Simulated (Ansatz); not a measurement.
Given this structure:

```
Os
1.0
     2.75233    0.00000    0.00000
    -1.37616    2.38358    0.00000
     0.00000    0.00000    4.35224
Os
2
Direct
  0.33333 0.66667 0.75000
  0.66667 0.33333 0.25000
```

Q: What does this file describe?

A: The element is osmium. The lattice is primitive hexagonal and the space group P6_3/mmc (No. 194). It belongs to the family called hexagonal close-packed (Mg type). The cell holds two atoms. Each Os has twelve Os in an anticuboctahedral arrangement at 2.69 to 2.75 Å. The bonds build a three-dimensional framework.

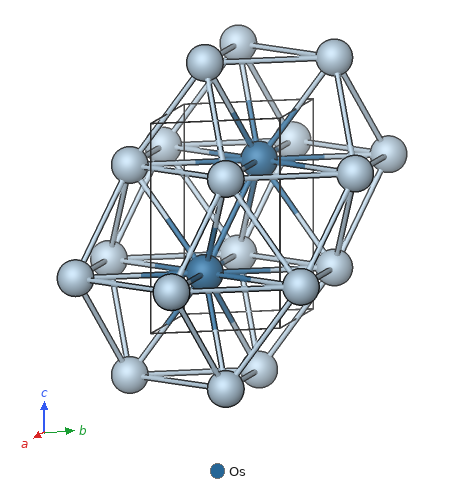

Drawn in the ball-and-stick manner and seen slightly off an axis. The edges of the conventional unit cell are marked. Atoms of adjacent cells appear where they bond to atoms in the box, in fainter colours.

Provenance: the standard structure of this element. Earlier steps of the study may have refined or changed the cell and positions. It was run through Ansatz as a DFT input.
